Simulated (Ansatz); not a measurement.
**Arsenic, bcc: r²SCAN0 at the r²SCAN geometry**

Aim: see what exact exchange does to the levels, and what it costs. Spin polarisation is left out. The cell comes from an earlier r²SCAN relaxation. Exact exchange is dear, so the k-mesh is coarse, and r²SCAN is run on the same mesh for comparison.

Method: DFT, plane waves (500 eV) with PBE-made PAW files, scalar-relativistic; functionals as named at each step, in Ansatz 0.2.0.

## 1. The starting structure

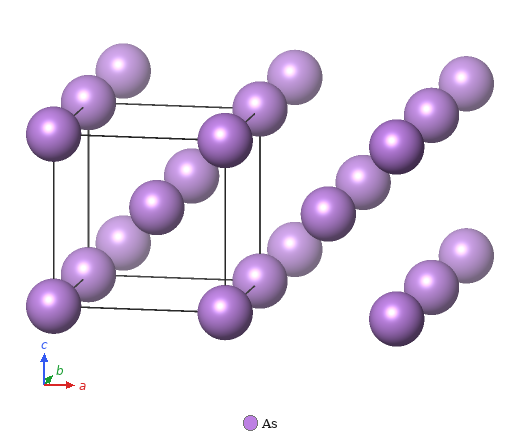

The structure, seen slightly off an axis (arsenic purple). 2×2×1 conventional cells are drawn; the run uses a primitive one. Any atoms on the faces are drawn again on the opposite ones.

Structure file:

```cif
data_structure
_symmetry_space_group_name_H-M 'P 1'
_symmetry_Int_Tables_number 1
_cell_length_a 2.9017
_cell_length_b 2.9017
_cell_length_c 2.9017
_cell_angle_alpha 109.471
_cell_angle_beta 109.471
_cell_angle_gamma 109.471
_cell_volume 18.81
loop_
_atom_site_label
_atom_site_type_symbol
_atom_site_fract_x
_atom_site_fract_y
_atom_site_fract_z
_atom_site_occupancy
As1 As 0.00000 0.00000 0.00000 1
```

## 2. r²SCAN on the coarse mesh

The run with r²SCAN.

The input, input.yaml:

```yaml
crystal:
  lattice:
    - [-1.6753126087, 1.6753126087, 1.6753126087]
    - [1.6753126087, -1.6753126087, 1.6753126087]
    - [1.6753126087, 1.6753126087, -1.6753126087]
  atoms:
    - { symbol: As, position: [0.0, 0.0, 0.0] }
hamiltonian:
  xc: r2scan
  pseudopotentials:
    kind: paw
    azcp:
      As: "pseudopotentials/As.paw.azcp"
basis:
  ecutwfc: 500
  fft_grid_basis: typed
kpoints:
  mp_grid: { grid: [7, 7, 7], shift: [0, 0, 0] }
magnetization:
  spin_polarized: false
scf:
  occupations: { method: fermi_dirac, width: 0.1 }
```

On the command line:

```sh
> ansatz run input.yaml --threads 4 --pin off --max-ram 8192MiB --backend cpu --events-out ev --progress --plain --runs-dir out
```

Output:

```text
Warning: RAYON_NUM_THREADS=4 ignored (pool sized by the plan → 4); use --threads N
Engine: ansatz 0.2.0, aarch64-unknown-linux-gnu
Pseudopotentials: kind: paw
Pseudopotential: As, paw, valence charge 15, recommended cutoff 500 eV (meta_gga), <dir>
Functional definition: r2SCAN
  parameter k0 = 0.174
  parameter k1 = 0.065
  parameter a1 = 4.9479
  exchange = r2scan_x(k0 = k0, k1 = k1, a1 = a1)
  correlation = r2scan_c
Crystal: 1 atoms, lattice volume = 18.808 Å³
Basis set: ecut = 500 eV, 459 PW (Γ), exchange–correlation on 96×96×96 points (64 copies of the dense FFT grid, shifted against one another)
Bands: 12, of which v1, the nominal top of the filled ones, is band 8 counted from 1 (7 counted from 0)
Symmetry: 48 space group operations
Space group: Im-3m (ITA 229), of the structure as read, at distance tolerance 2.7e-5 Å
k-points: 20 of 343
Non-local potential: As, projectors of the file, l = 0: 2, l = 1: 2, l = 2: 3, l = 3: 1
PAW form: soft (Blöchl's): semilocal exchange-correlation on the pseudo side does not see the compensation charge
PAW frozen core: As, regenerated for the run's functional (the file was generated under x = pbe(κ = 0.804, μ = 0.2195149727645171), c = pbe(β = 0.06672455060314922))
PAW one-centre angular grid: As, 590 points (default); XC on 160 Gauss nodes
Initial density: superposition of atomic densities (neutral atoms: chi_scale 0, normalization atom), corrected by the library's trained network
Initial wavefunctions: pseudopotential atomic-orbital guess
Functional: x = r2scan, c = r2scan; τ floored in thin density (d = 2e-4 eV/Å³)
SCF iter   1: F=—  HF=-4863.863426 eV  |F-HF|=—  |Δ(HF+E_count)|=         —  Δρ=2.49e-3  dr2=7.75e-4  dr2_τ=5.72e-4  ethr=1.77e-3  ⟨swp⟩=5.0  Hψ=1392  notcnv=0
preconditioner: auto → none  [metal: Δε(μ)=0.189 eV  Ē_g=15.953 eV  σ=0.100 eV  W_gap=0.41  n_scr=0 (ndim 8)  ℏωp=19.1 eV  f_vac=0.000  D(μ)=1.14/eV (n_scr^D=12)]
SCF iter   2: F=—  HF=-4863.877003 eV  |F-HF|=—  |Δ(HF+E_count)|=   1.36e-2  Δρ=1.72e-3  dr2=3.69e-4  dr2_τ=6.36e-6  ethr=5.17e-6  ⟨swp⟩=2.0  Hψ=635  notcnv=0  defer=5
SCF iter   3: F=—  HF=-4863.877727 eV  |F-HF|=—  |Δ(HF+E_count)|=   7.24e-4  Δρ=8.21e-4  dr2=8.16e-5  dr2_τ=1.81e-6  ethr=2.46e-6  ⟨swp⟩=2.0  Hψ=287  notcnv=0  defer=5
SCF iter   4: F=—  HF=-4863.877898 eV  |F-HF|=—  |Δ(HF+E_count)|=   1.71e-4  Δρ=4.89e-5  dr2=4.34e-7  dr2_τ=7.74e-9  ethr=5.44e-7  ⟨swp⟩=2.0  Hψ=287  notcnv=0  defer=5
iter 5 did not close the SCF: its close was put off for the readings that it lacked (scf_convergence_deferred on its scf_iter line)
SCF iter   5: F=-4863.877899 eV  HF=-4863.877899 eV  |F-HF|=1.41e-8  |Δ(HF+E_count)|=   5.99e-7  Δρ=8.43e-6  dr2=2.36e-9  dr2_τ=4.26e-10  ethr=2.89e-9  ⟨swp⟩=2.0  Hψ=391  notcnv=0  defer=5
SCF iter   6: F=-4863.877899 eV  HF=-4863.877899 eV  |F-HF|=3.95e-10  |Δ(HF+E_count)|=   1.54e-8  Δρ=9.83e-7  dr2=7.58e-11  dr2_τ=3.51e-12  ethr=1.57e-11  ⟨swp⟩=1.0  Hψ=612  notcnv=0
SCF 1 converged in 6 iterations: F = -4863.877899 eV  dr2 = 7.58e-11
SCF converged after 6 iterations
Free energy (F): -4863.877899 eV
Harris-Foulkes:  -4863.877899 eV  (|F-HF|=3.95e-10)
Internal energy: -4863.842449 eV  (E = F + TS)
E sigma→0 (E₀):  -4863.860174 eV
Entropy (-TS):   -0.035450 eV (-35.450 meV/atom)
Fermi energy:    12.666761 eV
--- Per-component energies (eV) ---
  E_band       = -213.740108
  E_kinetic    = 102.199056
  E_local      = -1440.432974  (includes V_loc(G=0)·N_el)
  E_nonlocal   = -670.547517
  E_hartree    = 826.503247
  E_xc         = -74.032813
  E_vxc        = -84.489743  (∫ρ·V_xc dr)
  E_paw        = -1846.577624  (= ΣΔE_a)
  E_vpaw       = 221.938691  (= ΣTr[D̂ρ^β])
  E_aug_tail   = -0.000005  (compensation charges beyond the density's cutoff)
  E_vtau       = 4.585812  (kinetic-family band-sum trace: ∫τ·v_τ [+ j·A + Jᵃ·Aᵃ] dr)
  E_ewald      = -1759.496410
  E_core_change = -1.457408  (= ΣΔE_core)
  E_smearing   = -0.035450  (= −TS)
  E_closure    = 0.000000  (closes the sum)
  Σ components = -4863.877899   (vs F -4863.877899, Δ=0.00e0)
```

It took 0.36 s on 4 threads of Arm Neoverse V2, shared host; peak memory 0.29 GiB.

## 3. r²SCAN0, coarse mesh

The run with r²SCAN0.

input.yaml, as its differences from that of step 2:

```diff
@@ -8,3 +8,3 @@
 hamiltonian:
-  xc: r2scan
+  xc: r2scan0
   pseudopotentials:
```

On the command line:

```sh
> ansatz run input.yaml --threads 4 --pin off --max-ram 8192MiB --backend cpu --events-out ev --progress --plain --runs-dir out
```

Output:

```text
Warning: RAYON_NUM_THREADS=4 ignored (pool sized by the plan → 4); use --threads N
[... 3 set-up lines as earlier in the session ...]
Functional definition: r2SCAN0
  parameter a = 0.25
[... 3 set-up lines as earlier in the session ...]
  exchange = (1 - a)*r2scan_x(k0 = k0, k1 = k1, a1 = a1) + a*exact_x
[... 1 set-up line as earlier in the session ...]
Crystal: 1 atoms, lattice volume = 18.808 Å³
Basis set: ecut = 500 eV, 459 PW (Γ), exchange–correlation on 96×96×96 points (64 copies of the dense FFT grid, shifted against one another)
Bands: 12, of which v1, the nominal top of the filled ones, is band 8 counted from 1 (7 counted from 0)
[... 2 set-up lines as earlier in the session ...]
k-points: 20 of 343
[... 2 set-up lines as earlier in the session ...]
PAW frozen core: As, regenerated for the run's functional, and the local potential with it (the file was generated under x = pbe(κ = 0.804, μ = 0.2195149727645171), c = pbe(β = 0.06672455060314922))
[... 3 set-up lines as earlier in the session ...]
Functional: x = r2scan, c = r2scan; τ floored in thin density (d = 2e-4 eV/Å³), warm-up for x = 0.75 r2scan + 0.25 exact, c = r2scan; τ floored in thin density (d = 2e-4 eV/Å³)
SCF iter   1: F=—  HF=-4863.862974 eV  |F-HF|=—  |Δ(HF+E_count)|=         —  Δρ=2.59e-3  dr2=7.54e-4  dr2_τ=5.71e-4  ethr=1.77e-3  ⟨swp⟩=8.2  Hψ=1033  notcnv=0
preconditioner: auto → none  [metal: Δε(μ)=0.190 eV  Ē_g=15.955 eV  σ=0.100 eV  W_gap=0.41  n_scr=0 (ndim 8)  ℏωp=19.1 eV  f_vac=0.000  D(μ)=1.14/eV (n_scr^D=12)]
SCF iter   2: F=—  HF=-4863.876906 eV  |F-HF|=—  |Δ(HF+E_count)|=   1.39e-2  Δρ=1.73e-3  dr2=3.69e-4  dr2_τ=6.53e-6  ethr=5.03e-6  ⟨swp⟩=4.1  Hψ=752  notcnv=0  defer=2
SCF iter   3: F=—  HF=-4863.877619 eV  |F-HF|=—  |Δ(HF+E_count)|=   7.13e-4  Δρ=8.97e-4  dr2=1.00e-4  dr2_τ=2.07e-6  ethr=2.46e-6  ⟨swp⟩=3.0  Hψ=458  notcnv=0  defer=1
iter 4 solved again at ethr=1.48e-10 eV; its pass at ethr=6.70e-7 eV (dr2=2.21e-8 eV) is discarded
SCF iter   4: F=—  HF=-4863.877828 eV  |F-HF|=—  |Δ(HF+E_count)|=   2.09e-4  Δρ=2.42e-5  dr2=4.79e-8  dr2_τ=2.50e-9  ethr=1.48e-10  ⟨swp⟩=5.0  Hψ=1199  notcnv=0
eigensolver tolerance schedule calibrated: the retry pair's looser diagonalisation under-reported the residual by θ = 0.54 (0.15/decade); ethr = c·dr2/N_el runs at the constant in force after the calibration composes with the one it found (an armed cap, an earlier calibration), c = 4.6e-2
SCF iter   5: F=—  HF=-4863.877828 eV  |F-HF|=—  |Δ(HF+E_count)|=   5.10e-8  Δρ=2.84e-6  dr2=3.37e-10  dr2_τ=4.57e-11  ethr=1.48e-10  ⟨swp⟩=3.0  Hψ=556  notcnv=0
SCF iter   6: F=-4863.877828 eV  HF=-4863.877828 eV  |F-HF|=6.73e-11  |Δ(HF+E_count)|=   1.34e-9  Δρ=7.74e-7  dr2=9.53e-11  dr2_τ=1.41e-12  ethr=1.04e-12  ⟨swp⟩=4.0  Hψ=691  notcnv=0
SCF 1 converged in 6 iterations: F = -4863.877828 eV  dr2 = 9.53e-11
Initial density: handed on by an earlier stage of this run
Initial wavefunctions: those handed on with the density
Functional: x = 0.75 r2scan + 0.25 exact, c = r2scan; τ floored in thin density (d = 2e-4 eV/Å³)
Frozen-core exchange: fock
iter 1 solved again at ethr=7.35e-6 eV; its pass at ethr=1.00e-1 eV (dr2=2.39e-3 eV) is discarded
SCF iter   1: F=—  HF=-4862.840622 eV  |F-HF|=—  |Δ(HF+E_count)|=         —  Δρ=5.91e-3  dr2=3.71e-3  dr2_τ=1.49e-4  ethr=7.35e-6  ⟨swp⟩=4.7  Hψ=1359  notcnv=0
preconditioner: auto → none  [insulator: Δε(μ)=0.525 eV  Ē_g=17.854 eV  σ=0.100 eV  W_gap=0.51  n_scr=0 (ndim 8)  ℏωp=19.1 eV  f_vac=0.000  D(μ)=0.82/eV (n_scr^D=12)]
SCF iter   2: F=—  HF=-4862.838085 eV  |F-HF|=—  |Δ(HF+E_count)|=   2.54e-3  Δρ=2.59e-3  dr2=1.51e-3  dr2_τ=8.41e-6  ethr=7.35e-6  ⟨swp⟩=3.0  Hψ=524  notcnv=0
SCF iter   3: F=—  HF=-4862.838107 eV  |F-HF|=—  |Δ(HF+E_count)|=   2.22e-5  Δρ=7.71e-4  dr2=8.86e-4  dr2_τ=8.73e-7  ethr=2.10e-6  ⟨swp⟩=2.4  Hψ=404  notcnv=0
SCF iter   4: F=—  HF=-4862.842282 eV  |F-HF|=—  |Δ(HF+E_count)|=   4.17e-3  Δρ=6.61e-4  dr2=2.65e-4  dr2_τ=1.74e-6  ethr=1.74e-7  ⟨swp⟩=4.0  Hψ=809  notcnv=0
SCF iter   5: F=—  HF=-4862.842263 eV  |F-HF|=—  |Δ(HF+E_count)|=   1.87e-5  Δρ=3.88e-5  dr2=2.18e-4  dr2_τ=2.29e-9  ethr=1.56e-7  ⟨swp⟩=3.0  Hψ=544  notcnv=0
SCF iter   6: F=—  HF=-4862.843360 eV  |F-HF|=—  |Δ(HF+E_count)|=   1.10e-3  Δρ=1.08e-4  dr2=3.24e-4  dr2_τ=1.25e-7  ethr=2.38e-10  ⟨swp⟩=5.0  Hψ=970  notcnv=0
SCF iter   7: F=—  HF=-4862.844658 eV  |F-HF|=—  |Δ(HF+E_count)|=   1.30e-3  Δρ=4.96e-4  dr2=5.82e-5  dr2_τ=5.30e-7  ethr=2.38e-10  ⟨swp⟩=5.0  Hψ=889  notcnv=0  defer=1
SCF iter   8: F=—  HF=-4862.844646 eV  |F-HF|=—  |Δ(HF+E_count)|=   1.16e-5  Δρ=2.64e-5  dr2=2.29e-5  dr2_τ=1.98e-9  ethr=2.38e-10  ⟨swp⟩=4.0  Hψ=834  notcnv=0
SCF iter   9: F=-4862.844698 eV  HF=-4862.844699 eV  |F-HF|=8.11e-7  |Δ(HF+E_count)|=   5.25e-5  Δρ=1.26e-4  dr2=3.63e-6  dr2_τ=3.73e-8  ethr=1.73e-10  ⟨swp⟩=4.2  Hψ=768  notcnv=0  defer=1
SCF 2 stopped early in 9 iterations: F = -4862.844698 eV  dr2 = 3.63e-6
hybrid outer 1: dexx = +1.545e-2 eV, tail = 5.53e-5 eV
Frozen-core exchange: fock
SCF iter   1: F=—  HF=-4862.844707 eV  |F-HF|=—  |Δ(HF+E_count)|=         —  Δρ=4.45e-5  dr2=2.54e-6  dr2_τ=1.38e-8  ethr=1.06e-6  ⟨swp⟩=3.1  Hψ=508  notcnv=0
preconditioner: auto → none  [insulator: Δε(μ)=0.450 eV  Ē_g=17.801 eV  σ=0.100 eV  W_gap=0.79  n_scr=0 (ndim 8)  ℏωp=19.1 eV  f_vac=0.000  D(μ)=0.30/eV (n_scr^D=0)]
iter 2 solved again at ethr=2.58e-11 eV; its pass at ethr=1.46e-9 eV (dr2=3.87e-9 eV) is discarded
SCF iter   2: F=—  HF=-4862.844708 eV  |F-HF|=—  |Δ(HF+E_count)|=   4.79e-7  Δρ=8.78e-6  dr2=2.34e-6  dr2_τ=1.00e-9  ethr=2.58e-11  ⟨swp⟩=2.6  Hψ=1152  notcnv=0  defer=17
SCF iter   3: F=—  HF=-4862.844780 eV  |F-HF|=—  |Δ(HF+E_count)|=   7.24e-5  Δρ=1.99e-5  dr2=9.31e-8  dr2_τ=1.12e-9  ethr=2.58e-11  ⟨swp⟩=4.2  Hψ=813  notcnv=0  defer=1
SCF iter   4: F=-4862.844780 eV  HF=-4862.844780 eV  |F-HF|=3.94e-9  |Δ(HF+E_count)|=   1.13e-8  Δρ=2.12e-6  dr2=3.21e-8  dr2_τ=6.68e-11  ethr=2.58e-11  ⟨swp⟩=4.0  Hψ=662  notcnv=0
SCF 3 converged in 4 iterations: F = -4862.844780 eV  dr2 = 3.21e-8
hybrid outer 2: dexx = +5.395e-7 eV, tail = 1.65e-7 eV, Δε = 3.33e-3 eV (about 1.01e-3 eV left of the loop's levels)
Frozen-core exchange: fock
iter 1 solved again at ethr=4.73e-9 eV; its pass at ethr=1.00e-1 eV (dr2=7.09e-7 eV) is discarded
SCF iter   1: F=—  HF=-4862.844600 eV  |F-HF|=—  |Δ(HF+E_count)|=         —  Δρ=7.69e-5  dr2=3.91e-5  dr2_τ=1.12e-8  ethr=4.73e-9  ⟨swp⟩=3.5  Hψ=826  notcnv=0
preconditioner: auto → none  [insulator: Δε(μ)=0.516 eV  Ē_g=17.803 eV  σ=0.100 eV  W_gap=0.84  n_scr=0 (ndim 8)  ℏωp=19.1 eV  f_vac=0.000  D(μ)=0.24/eV (n_scr^D=0)]
iter 2 solved again at ethr=1.38e-10 eV; its pass at ethr=4.73e-9 eV (dr2=2.07e-8 eV) is discarded
SCF iter   2: F=—  HF=-4862.844753 eV  |F-HF|=—  |Δ(HF+E_count)|=   1.53e-4  Δρ=1.07e-5  dr2=6.13e-6  dr2_τ=9.91e-10  ethr=1.38e-10  ⟨swp⟩=4.0  Hψ=942  notcnv=0  defer=2
SCF iter   3: F=-4862.844778 eV  HF=-4862.844778 eV  |F-HF|=2.23e-8  |Δ(HF+E_count)|=   2.47e-5  Δρ=1.99e-5  dr2=6.09e-8  dr2_τ=1.24e-9  ethr=1.38e-10  ⟨swp⟩=4.0  Hψ=660  notcnv=0  defer=1
SCF 4 converged in 3 iterations: F = -4862.844778 eV  dr2 = 6.09e-8
hybrid outer 1: dexx = +2.935e-4 eV, tail = 4.57e-7 eV
Frozen-core exchange: fock
SCF iter   1: F=—  HF=-4862.844780 eV  |F-HF|=—  |Δ(HF+E_count)|=         —  Δρ=2.16e-5  dr2=5.49e-8  dr2_τ=1.45e-9  ethr=1.52e-8  ⟨swp⟩=2.8  Hψ=496  notcnv=0
preconditioner: auto → none  [insulator: Δε(μ)=0.448 eV  Ē_g=17.801 eV  σ=0.100 eV  W_gap=0.79  n_scr=0 (ndim 8)  ℏωp=19.1 eV  f_vac=0.000  D(μ)=0.30/eV (n_scr^D=0)]
SCF iter   2: F=-4862.844780 eV  HF=-4862.844780 eV  |F-HF|=3.14e-9  |Δ(HF+E_count)|=   1.99e-8  Δρ=1.07e-5  dr2=1.38e-8  dr2_τ=1.68e-10  ethr=2.85e-10  ⟨swp⟩=3.0  Hψ=503  notcnv=0  defer=1
SCF 5 converged in 2 iterations: F = -4862.844780 eV  dr2 = 1.38e-8
hybrid outer 2: dexx = +5.525e-8 eV, tail = 3.06e-8 eV, Δε = 1.06e-3 eV (about 3.87e-4 eV left of the loop's levels)
exact exchange: an outer loop of this run ended on a state whose frontier levels can be filled otherwise, and a further loop was made from that state with electrons moved between them. It converged no lower than the two loops' stops tell apart, in 5 SCF iterations, so its state is not used
Frozen-core exchange: fock
iter 1 solved again at ethr=4.92e-6 eV; its pass at ethr=1.00e-1 eV (dr2=7.38e-4 eV) is discarded
SCF iter   1: F=—  HF=-4862.843169 eV  |F-HF|=—  |Δ(HF+E_count)|=         —  Δρ=2.36e-3  dr2=8.51e-4  dr2_τ=1.06e-5  ethr=4.92e-6  ⟨swp⟩=2.5  Hψ=731  notcnv=0
preconditioner: auto → none  [insulator: Δε(μ)=0.489 eV  Ē_g=17.798 eV  σ=0.100 eV  W_gap=0.82  n_scr=0 (ndim 8)  ℏωp=19.1 eV  f_vac=0.000  D(μ)=0.26/eV (n_scr^D=0)]
SCF iter   2: F=—  HF=-4862.843132 eV  |F-HF|=—  |Δ(HF+E_count)|=   3.74e-5  Δρ=9.86e-4  dr2=1.34e-4  dr2_τ=2.06e-6  ethr=4.92e-6  ⟨swp⟩=2.1  Hψ=399  notcnv=0  defer=1
iter 3 solved again at ethr=2.50e-9 eV; its pass at ethr=7.90e-7 eV (dr2=3.75e-7 eV) is discarded
SCF iter   3: F=—  HF=-4862.843187 eV  |F-HF|=—  |Δ(HF+E_count)|=   5.49e-5  Δρ=9.52e-5  dr2=2.23e-6  dr2_τ=2.35e-8  ethr=2.50e-9  ⟨swp⟩=4.4  Hψ=1219  notcnv=0  defer=1
eigensolver tolerance schedule calibrated: the retry pair's looser diagonalisation under-reported the residual by θ = 0.55 (0.22/decade); ethr = c·dr2/N_el runs at the constant in force after the calibration composes with the one it found (an armed cap, an earlier calibration), c = 2.1e-2
SCF iter   4: F=-4862.843190 eV  HF=-4862.843190 eV  |F-HF|=1.20e-7  |Δ(HF+E_count)|=   3.31e-6  Δρ=2.52e-5  dr2=4.35e-7  dr2_τ=2.49e-9  ethr=1.15e-9  ⟨swp⟩=3.1  Hψ=563  notcnv=0  defer=1
SCF 6 stopped early in 4 iterations: F = -4862.843190 eV  dr2 = 4.35e-7
hybrid outer 1: dexx = +5.573e-4 eV, tail = 2.09e-6 eV
Frozen-core exchange: fock
SCF iter   1: F=—  HF=-4862.843195 eV  |F-HF|=—  |Δ(HF+E_count)|=         —  Δρ=4.93e-6  dr2=1.65e-7  dr2_τ=2.01e-10  ethr=6.96e-8  ⟨swp⟩=2.6  Hψ=496  notcnv=0
preconditioner: auto → none  [insulator: Δε(μ)=0.392 eV  Ē_g=17.800 eV  σ=0.100 eV  W_gap=0.74  n_scr=0 (ndim 8)  ℏωp=19.1 eV  f_vac=0.000  D(μ)=0.36/eV (n_scr^D=0)]
SCF iter   2: F=-4862.843195 eV  HF=-4862.843195 eV  |F-HF|=1.77e-9  |Δ(HF+E_count)|=   4.13e-7  Δρ=2.09e-6  dr2=5.32e-8  dr2_τ=4.83e-11  ethr=1.67e-11  ⟨swp⟩=4.0  Hψ=680  notcnv=0  defer=1
SCF 7 converged in 2 iterations: F = -4862.843195 eV  dr2 = 5.32e-8
hybrid outer 2: dexx = +6.879e-7 eV, tail = 1.12e-7 eV, Δε = 3.11e-3 eV (about 9.56e-4 eV left of the loop's levels)
exact exchange: an outer loop of this run ended on a state whose frontier levels can be filled otherwise, and a further loop was made from that state with electrons moved between them. It converged no lower than the two loops' stops tell apart, in 6 SCF iterations, so its state is not used
hybrid SCF converged: 2 outer / 13 inner (+6 warm-up), last move |dexx| = 5.40e-7 eV, tail = 1.65e-7 eV
Stability not checked: this state was not tested for a lower state beside it, because the functional holds exact exchange (a hybrid, or Hartree-Fock), whose exchange loop this test does not read (fock_operator; see scf.lower_state_search)
Free energy (F): -4862.844780 eV
Frozen-core exchange: fock
Harris-Foulkes:  -4862.844780 eV  (|F-HF|=3.94e-9)
Internal energy: -4862.833287 eV  (E = F + TS)
E sigma→0 (E₀):  -4862.839034 eV
Entropy (-TS):   -0.011494 eV (-11.494 meV/atom)
Fermi energy:    12.721736 eV
--- Per-component energies (eV) ---
  E_band       = -259.957143
  E_kinetic    = 101.118464
  E_local      = -1439.323951  (includes V_loc(G=0)·N_el)
  E_nonlocal   = -671.097037
  E_hartree    = 826.214742
  E_xc         = -57.561228
  E_vxc        = -64.494583  (∫ρ·V_xc dr)
  E_exx        = -66.952515  (= α·E_x^exact, valence–valence)
  E_paw        = -1793.987611  (= ΣΔE_a)
  E_vpaw       = 292.348023  (= ΣTr[D̂ρ^β])
  E_aug_tail   = -0.000005  (compensation charges beyond the density's cutoff)
  E_vtau       = 2.967247  (kinetic-family band-sum trace: ∫τ·v_τ [+ j·A + Jᵃ·Aᵃ] dr)
  E_ewald      = -1759.496410
  E_core_change = -1.747736  (= ΣΔE_core)
  E_smearing   = -0.011494  (= −TS)
  E_closure    = -0.000000  (closes the sum)
  Σ components = -4862.844780   (vs F -4862.844780, Δ=9.09e-13)
--- Band table (eV; the first three rows and the last of 20) ---
  k-point 0: bands = ["-28.5477", "-28.5477", "-28.5477", "-28.5071", "-28.5071", "-5.3568", "19.9889", "19.9889", "19.9889", "27.5935"]
  k-point 1: bands = ["-28.5499", "-28.5439", "-28.5361", "-28.5096", "-28.5078", "-4.7713", "16.6213", "18.5776", "19.6482", "25.6734"]
  k-point 2: bands = ["-28.5548", "-28.5381", "-28.5128", "-28.5102", "-28.5095", "-3.0472", "10.4332", "16.5640", "18.8779", "23.2077"]
  k-point 19: bands = ["-28.5452", "-28.5432", "-28.4957", "-28.4957", "-28.4949", "3.7774", "9.3774", "9.6652", "9.6652", "17.4497"]
  guard bands above this table: 2 of the run's 12 bands. The solve was not asked for them (output.publish_guard_bands: true or output.eigenvalues: true publishes all)
```

Wall time 8.2 s (4 threads of Arm Neoverse V2, shared host); peak memory 0.95 GiB.

## 4. The functionals compared

| functional | gap on the mesh | Fermi energy (eV) | SCF cycles | exchange loops | CPU time |
| --- | --- | --- | --- | --- | --- |
| r²SCAN | none (levels filled in part) | 12.667 | 6 | - | 0.89 s |
| r²SCAN0 | none (levels filled in part) | 12.722 | 19 | 2 | 27 s |

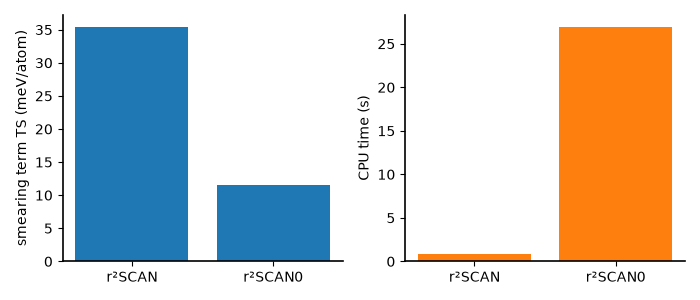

Smearing term and CPU time by functional.

## 5. Results

```
                              quantity                         value
                           r²SCAN: gap  none (levels filled in part)
                          r²SCAN0: gap  none (levels filled in part)
   r²SCAN0: SCF cycles, exchange loops                         19, 2
 r²SCAN0: CPU time over that of r²SCAN                            30
r²SCAN0: relative to grey arsenic (A7)                 +773 meV/atom
```

In words: Neither r²SCAN nor r²SCAN0 shows a clean gap on this mesh. r²SCAN0 cost 30 times the CPU time of r²SCAN. r²SCAN0 needed 2 outer loops of the exchange operator. To compare with dense-mesh energies, the change of r²SCAN from this mesh and smearing to its dense run (-103.8 meV/atom, from a run not shown) is added. Under r²SCAN0 it lies 773 meV/atom above grey arsenic (A7) (computed apart in the same way); on such meshes a few tens of meV are uncertain for metals. Absolute energies differ from functional to functional, by eV per atom at times, and say nothing by themselves.
